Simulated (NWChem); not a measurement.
How basis sets differ on AlHF (SMILES [F][AlH])

AlHF: 3 atoms, total charge 0, spin state doublet. As SMILES, `[F][AlH]`. Geometry: relaxed at PBE0-D4/def2-TZVP.

```xyz
3

F     0.9071    0.8932    0.5856
Al   -0.4325    0.3180   -0.1995
H    -0.4854   -1.2761   -0.3993
```

Quantity: the lowest excitation energy, in eV. The values are calculated.

```csv
level,kind,program,value (eV),CPU time
CIS/3-21G,coupled cluster or CI,NWChem,3.05,3.5 s
CIS/6-311G**,coupled cluster or CI,NWChem,3.11,22 s
CIS/6-31G* (spherical functions),coupled cluster or CI,NWChem,3.12,13 s
CIS/6-31G** (spherical functions),coupled cluster or CI,NWChem,3.12,16 s
CIS/STO-3G,coupled cluster or CI,NWChem,4.71,1.8 s
CIS/6-31G,coupled cluster or CI,NWChem,3.08,7.2 s
```

The values span 3.05 to 4.71 eV. High-level rows in very small sets aren't better than simpler rows in larger ones. Without the sets that lack polarisation functions the rows with a basis span only 3.11 to 3.12 eV. Times are those of the runs behind each value, whatever else they computed, on shared processors of several kinds: orders of magnitude only.

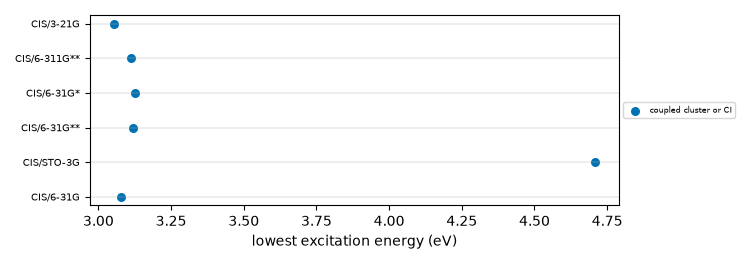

The values of the table, level by level.
